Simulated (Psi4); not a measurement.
**CH3AlN− (SMILES [H][Al-]([H])([H])[C]#N) at MN15/cc-pV(D+d)Z (sweep point 2)**

Aim: the vertical ionisation energy of CH3AlN− at MN15/cc-pV(D+d)Z (sweep point 2), from 2 runs. Input form: a Python script.

The results are computed with Psi4 1.11.

### 1 The system as given

CH3AlN− has 6 atoms, charge -1, and is taken as a singlet. SMILES: `[H][Al-]([H])([H])[C]#N`. The shape comes from GFN2-xTB, which is rough for such elements, and wasn't checked as a minimum.

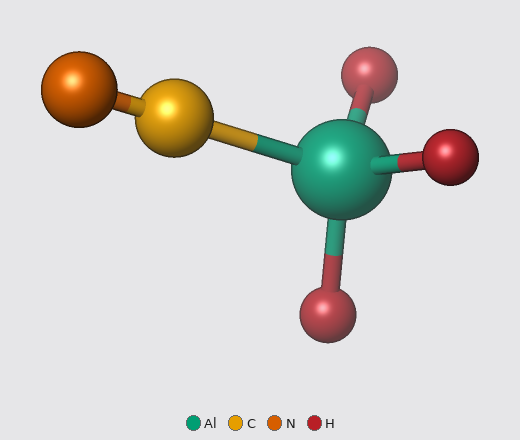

Viewed from a chosen angle; aluminium teal, carbon amber, nitrogen orange, hydrogen red.

### 2 A single-point energy at MN15/cc-pV(D+d)Z (sweep point 2)

File job.py:

```python
import psi4

psi4.set_memory('1600 MB')
psi4.set_num_threads(1)
psi4.core.set_output_file('output.dat', False)

mol = psi4.geometry("""
-1 1
Al    -0.006940     0.007910    -0.620420
C      0.003570    -0.008410     1.405440
N      0.029370    -0.033690     2.563760
H      1.527250     0.022600    -1.121070
H     -0.786890     1.336660    -1.107190
H     -0.766370    -1.325080    -1.120530
units angstrom
symmetry c1
""")

psi4.set_options(dict(basis='cc-pV(D+d)Z', reference='rks', puream=True, scf_type='pk', dft_radial_points=99, dft_spherical_points=590))

E = psi4.energy("mn15")
print(f'mn15 energy: {E:.10f} Eh')
```

Launch:

```
$ python job.py
```

output.dat:

```text
[...]
  Running in c1 symmetry.
[...]
  Nuclear repulsion =   74.064801638187475
[...]
  Multiplicity = 1
[...]
  Nalpha       = 15
  Nbeta        = 15
[...]
    Number of basis functions: 66
[...]
   @RKS iter   1:  -336.79332327897237   -9.06299e-01   6.66855e-03 DIIS/ADIIS
[...]
   @RKS iter   8:  -336.91783171032341   -5.48999e-09   2.05204e-07 DIIS
[...]
    Orbital Energies [Eh]
    ---------------------
    Doubly Occupied:
       1A    -55.084034     2A    -13.912268     3A     -9.868148
       4A     -3.842472     5A     -2.531936     6A     -2.529834
       7A     -2.529825     8A     -0.742754     9A     -0.330584
      10A     -0.237968    11A     -0.194352    12A     -0.194328
      13A     -0.181908    14A     -0.128432    15A     -0.128326
[...]
  @RKS Final Energy:  -336.91783171032341
   => Energetics <=
    Nuclear Repulsion Energy =             74.0648016381874754
    One-Electron Energy =                -617.2786878852341488
    Two-Electron Energy =                 224.6232562949356577
    DFT Exchange-Correlation Energy =     -18.3272017582122970
    Empirical Dispersion Energy =           0.0000000000000000
    VV10 Nonlocal Energy =                  0.0000000000000000
    Total Energy =                       -336.9178317103233553
[...]
 Multipole Moments:
 ------------------------------------------------------------------------------------
     Multipole            Electronic (a.u.)      Nuclear  (a.u.)        Total (a.u.)
 ------------------------------------------------------------------------------------
 L = 1.  Multiply by 2.5417464519 to convert [e a0] to [Debye]
 Dipole X            :          0.0241426           -0.0261192           -0.0019765
 Dipole Y            :         -0.0366987            0.0357196           -0.0009791
 Dipole Z            :          4.1588441           -3.6686402            0.4902039
 Magnitude           :                                                    0.4902088
[...]
```

Standard output:

```text
mn15 energy: -336.9178317103 Eh
```

Run time: 15 s. Hardware: 1 thread of AMD EPYC 9R14 (Zen 4), shared host; peak memory 1 GiB.

### 3 Doublet neutral CH3AlN at the same level

File run.py:

```python
import psi4

psi4.set_memory(1600000000)
psi4.set_num_threads(1)
psi4.set_output_file('output.dat', False)

molecule = psi4.geometry("""
0 2
Al    -0.006940     0.007910    -0.620420
C      0.003570    -0.008410     1.405440
N      0.029370    -0.033690     2.563760
H      1.527250     0.022600    -1.121070
H     -0.786890     1.336660    -1.107190
H     -0.766370    -1.325080    -1.120530
units angstrom
symmetry c1
""")

psi4.set_options({
    'basis': 'cc-pV(D+d)Z',
    'reference': 'uks',
    'puream': True,
    'scf_type': 'pk',
    'dft_radial_points': 99,
    'dft_spherical_points': 590,
    'maxiter': 150,
})

energy_value = psi4.energy('mn15', molecule=molecule)
print(f'mn15 energy: {energy_value:.10f} Eh')
for k, v in sorted(psi4.core.scalar_variables().items()):
    print(f'{k:45s} {v:18.10f}')
```

Launch:

```
$ python run.py
```

output.dat:

```text
[...]
  Running in c1 symmetry.
[...]
  Nuclear repulsion =   74.064801638187475
[...]
  Multiplicity = 2
[...]
  Nalpha       = 15
  Nbeta        = 14
[...]
    Number of basis functions: 66
[...]
   @UKS iter   1:  -336.60867018430446   -7.21646e-01   6.46736e-03 ADIIS/DIIS
[...]
   @UKS iter  15:  -336.72201680213868   -1.96022e-07   6.05626e-07 DIIS
[...]
   @S^2 Observed:                7.581278912E-01
[...]
    Orbital Energies [Eh]
    ---------------------
    Alpha Occupied:
       1A    -55.339735     2A    -14.120157     3A    -10.068980
       4A     -4.097617     5A     -2.788651     6A     -2.785249
       7A     -2.783507     8A     -0.946887     9A     -0.557840
      10A     -0.473444    11A     -0.420235    12A     -0.394767
      13A     -0.393451    14A     -0.383518    15A     -0.364220
    Alpha Virtual:
      16A      0.013203    17A      0.021170    18A      0.032061
      19A      0.103589    20A      0.104093    21A      0.114266
      22A      0.165978    23A      0.205906    24A      0.219412
      25A      0.225512    26A      0.295412    27A      0.310847
[...]
  @UKS Final Energy:  -336.72201680213868
   => Energetics <=
    Nuclear Repulsion Energy =             74.0648016381874754
    One-Electron Energy =                -610.5832379179393001
    Two-Electron Energy =                 217.9431971744632506
    DFT Exchange-Correlation Energy =     -18.1467776968501582
    Empirical Dispersion Energy =           0.0000000000000000
    VV10 Nonlocal Energy =                  0.0000000000000000
    Total Energy =                       -336.7220168021386826
[...]
 Multipole Moments:
 ------------------------------------------------------------------------------------
     Multipole            Electronic (a.u.)      Nuclear  (a.u.)        Total (a.u.)
 ------------------------------------------------------------------------------------
 L = 1.  Multiply by 2.5417464519 to convert [e a0] to [Debye]
 Dipole X            :         -0.2065853           -0.0261192           -0.2327045
 Dipole Y            :          0.3569024            0.0357196            0.3926220
 Dipole Z            :          2.2560542           -3.6686402           -1.4125860
 Magnitude           :                                                    1.4844873
[...]
```

The script printed:

```text
mn15 energy: -336.7220168021 Eh
CURRENT ENERGY                                   -336.7220168021
CURRENT REFERENCE ENERGY                         -336.7220168021
DD SOLVATION ENERGY                                 0.0000000000
DFT FUNCTIONAL TOTAL ENERGY                      -336.7220168021
DFT TOTAL ENERGY                                 -336.7220168021
DFT VV10 ENERGY                                     0.0000000000
DFT XC ENERGY                                     -18.1467776969
GRID ELECTRONS ALPHA                               14.9999999940
GRID ELECTRONS BETA                                13.9999999952
GRID ELECTRONS TOTAL                               28.9999999892
NUCLEAR REPULSION ENERGY                           74.0648016382
ONE-ELECTRON ENERGY                              -610.5832379179
PCM POLARIZATION ENERGY                             0.0000000000
PE ENERGY                                           0.0000000000
SCF ITERATION ENERGY                             -336.7220168021
SCF ITERATIONS                                     15.0000000000
SCF TOTAL ENERGY                                 -336.7220168021
TWO-ELECTRON ENERGY                               217.9431971745
XC GRID RADIAL POINTS                              99.0000000000
XC GRID SPHERICAL POINTS                          590.0000000000
XC GRID TOTAL POINTS                           335984.0000000000
```

It took 37 s on 1 thread of AMD EPYC 9R14 (Zen 4), shared host; peak memory 1 GiB.

### 4 Summary of results

Level: MN15/cc-pV(D+d)Z (sweep point 2).

| quantity | value |
| --- | --- |
| singlet CH3AlN−: total energy | -336.91783 Eh |
| singlet CH3AlN−: HOMO energy | -3.49 eV |
| singlet CH3AlN−: LUMO energy | 6.02 eV |
| singlet CH3AlN−: HOMO–LUMO gap (to an unbound level, set by the basis) | 9.51 eV |
| doublet neutral CH3AlN: total energy | -336.72202 Eh |
| doublet neutral CH3AlN: dipole moment | 3.77 D |
| doublet neutral CH3AlN: HOMO energy (highest over α and β) | -9.29 eV |
| doublet neutral CH3AlN: LUMO energy (lowest over α and β) | -7.12 eV |
| doublet neutral CH3AlN: ⟨S²⟩ | 0.758 |
| vertical detachment energy (to the doublet neutral) | 5.328 eV |

**Reading.** Removing an electron at fixed nuclei costs 5.33 eV (123 kcal/mol). −ε(HOMO) before ionisation, 3.49 eV, is 1.84 eV below this ionisation energy.
